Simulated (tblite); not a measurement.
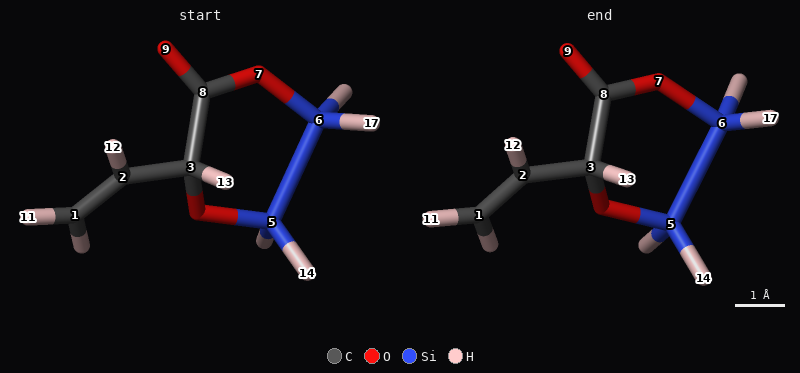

The structure of C₄H₈O₃Si₂ before (left) and after (right) a relaxation, at one scale.

Style: stick. Shown at a tilt.

These are results of GFN2-xTB geometry optimisation, gas phase (tblite), not measurements. 

Describe what moved and what it gained.

The atom that moves furthest after the best rigid fit is an H atom (0.40 Å). Largest moves by element: H 0.40 Å, O 0.16 Å, C 0.11 Å, Si 0.10 Å. Some distances before and after: C–O 1.370 → 1.319 Å, C–O 1.445 → 1.397 Å, C–O 1.236 → 1.198 Å, H–Si 1.493 → 1.457 Å. Bond angles that change, for instance: O–Si–H 110.6° → 99.6°, O–Si–H 109.0° → 98.7°, Si–Si–H 113.2° → 122.9°. Over 53 geometry steps the energy falls by 12.2 kcal/mol.
